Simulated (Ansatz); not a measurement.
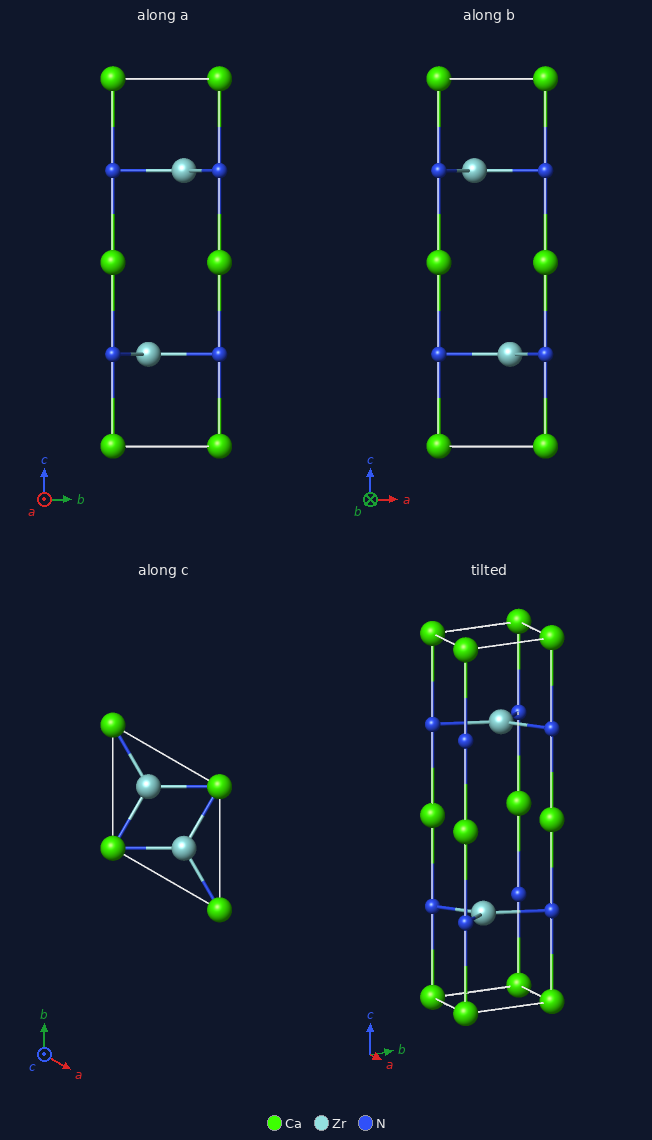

The image is a ball-and-stick drawing of a crystal, viewed along the a axis, along the b axis, along the c axis and slightly off an axis. The frame is the conventional unit cell; atoms at its boundary are shown with their periodic copies.

Lattice parameters: a = 3.6764 Å, b = 3.6764 Å, c = 10.9676 Å, α = 90.000°, β = 90.000°, γ = 120.000°.

> Transcribe the picture into a CIF in P1 with every atom of the cell.

```cif
data_structure
_symmetry_space_group_name_H-M 'P 1'
_symmetry_Int_Tables_number 1
_cell_length_a 3.6764
_cell_length_b 3.6764
_cell_length_c 10.9676
_cell_angle_alpha 90.000
_cell_angle_beta 90.000
_cell_angle_gamma 120.000
_cell_volume 128.38
loop_
_atom_site_label
_atom_site_type_symbol
_atom_site_fract_x
_atom_site_fract_y
_atom_site_fract_z
_atom_site_occupancy
Ca1 Ca 0.0000 0.0000 0.0000 1
Ca2 Ca 0.0000 0.0000 0.5000 1
Zr1 Zr 0.6667 0.3333 0.2500 1
Zr2 Zr 0.3333 0.6667 0.7500 1
N1 N 0.0000 0.0000 0.2500 1
N2 N 0.0000 0.0000 0.7500 1
```

The initial geometry was a random cell made by a generator, so it need not be a real form of the compound. Earlier steps of the study may have refined or changed the cell and positions. A calculation with Ansatz used it as input.
